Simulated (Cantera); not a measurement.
A closed system holds: 1 mol C2H2, 0.48 mol H2, at 1.00 bar.

Method: chemical equilibrium by Gibbs-energy minimisation in Cantera with the NASA 1993 tables (ideal gas, pure condensed phases). Candidate condensed phases: C, C6H6, C7H8, C8H18; 76 gas species. The numbers say what is thermodynamically allowed, not how fast it happens.

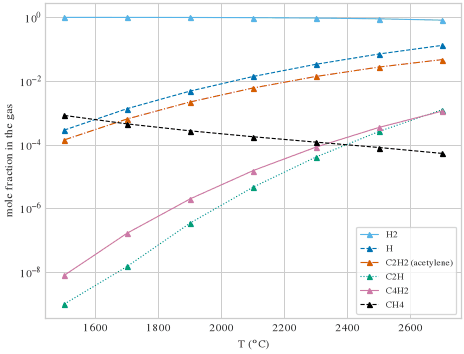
*Equilibrium gas composition (values under 1e-9 drawn at 1e-9)*

From 1502 °C to 2702 °C the condensed part is C(graphite). The main C-bearing gas is CH4 at 1502 °C and C2H2 (acetylene) at 2702 °C.
